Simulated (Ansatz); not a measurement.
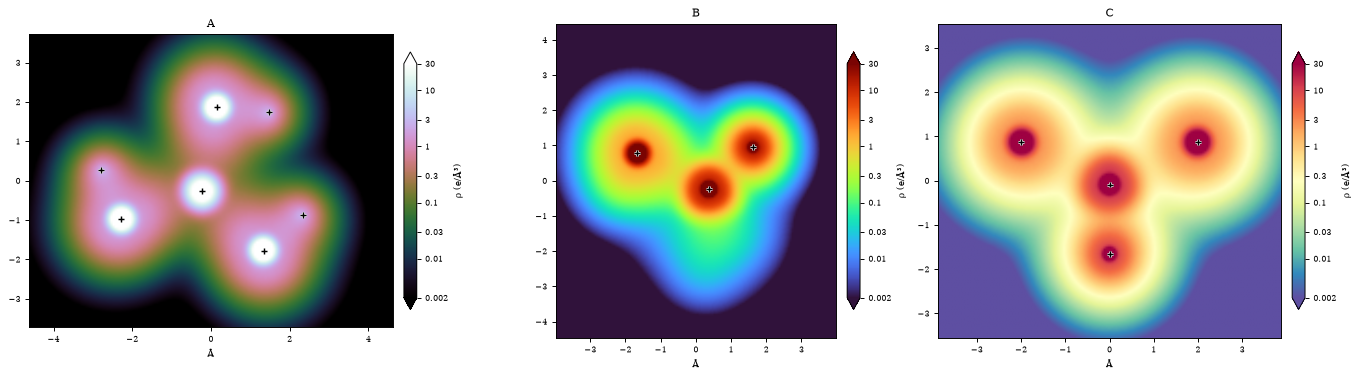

The electron density of 3 systems, each on a plane through atoms (crosses mark nuclei in the plane).

The calculation used Ansatz 0.2.0, RKS PBE0-D4/def2-TZVPP.

System 1: AlH$_{3}$S$_{3}$, the molecular plane. Geometry: PBE0-D4/def2-TZVP.

```yaml
atoms:
  - { symbol: S, position_ang: [-2.1875, 0.3422, -0.0084] }
  - { symbol: Al, position_ang: [-0.0749, -0.0625, -0.3451] }
  - { symbol: S, position_ang: [1.4415, 0.0081, 1.2196] }
  - { symbol: S, position_ang: [0.5233, -0.5631, -2.3745] }
  - { symbol: H, position_ang: [-2.0165, 0.5915, 1.3011] }
  - { symbol: H, position_ang: [0.5623, 0.3268, 2.1849] }
  - { symbol: H, position_ang: [1.8131, -0.7110, -2.0232] }
```

System 2: Cl$_{2}$OTi (SMILES [O]=[Ti]([Cl])[Cl]), the molecular plane. Geometry: PBE0-D4/def2-TZVP.

```json
{"atom": "O", "x (Å)": "0.3506", "y (Å)": "1.0581", "z (Å)": "1.2399"}
{"atom": "Ti", "x (Å)": "0.0186", "y (Å)": "0.0549", "z (Å)": "0.0637"}
{"atom": "Cl", "x (Å)": "1.1311", "y (Å)": "-1.8642", "z (Å)": "0.0921"}
{"atom": "Cl", "x (Å)": "-1.5003", "y (Å)": "0.7512", "z (Å)": "-1.3957"}
```

System 3: FH$_{3}$S$_{3}$Ti (SMILES [F][Ti]([SH])([SH])[SH]), the plane of atoms F1, Ti2 and S4. Geometry: PBE0-D4/def2-TZVP.

```json
{"atom": "F", "x (Å)": "-2.0440", "y (Å)": "1.3825", "z (Å)": "-0.0168"}
{"atom": "Ti", "x (Å)": "-0.6030", "y (Å)": "0.4084", "z (Å)": "-0.0100"}
{"atom": "S", "x (Å)": "0.3384", "y (Å)": "0.4308", "z (Å)": "2.0660"}
{"atom": "S", "x (Å)": "0.8959", "y (Å)": "1.2329", "z (Å)": "-1.5167"}
{"atom": "S", "x (Å)": "-1.1174", "y (Å)": "-1.7403", "z (Å)": "-0.5712"}
{"atom": "H", "x (Å)": "1.5771", "y (Å)": "0.4587", "z (Å)": "1.5392"}
{"atom": "H", "x (Å)": "1.2756", "y (Å)": "-0.0103", "z (Å)": "-1.8673"}
{"atom": "H", "x (Å)": "-0.2305", "y (Å)": "-2.2197", "z (Å)": "0.3211"}
```

Which map belongs to which system?

Answer. Panel A is system 1, AlH$_{3}$S$_{3}$: the plane holds S, Al and H. Al–S (2.17 Å): ρ is about 0.7 e/Å³ halfway. Panel B is system 3, FH$_{3}$S$_{3}$Ti: the plane holds F, Ti and S. Ti–F (1.74 Å): the density is about 1.2 e/Å³ at the midpoint. Panel C is system 2, Cl$_{2}$OTi: the plane holds O, Ti and Cl. Ti–O (1.58 Å): the density is about 2 e/Å³ at the midpoint.
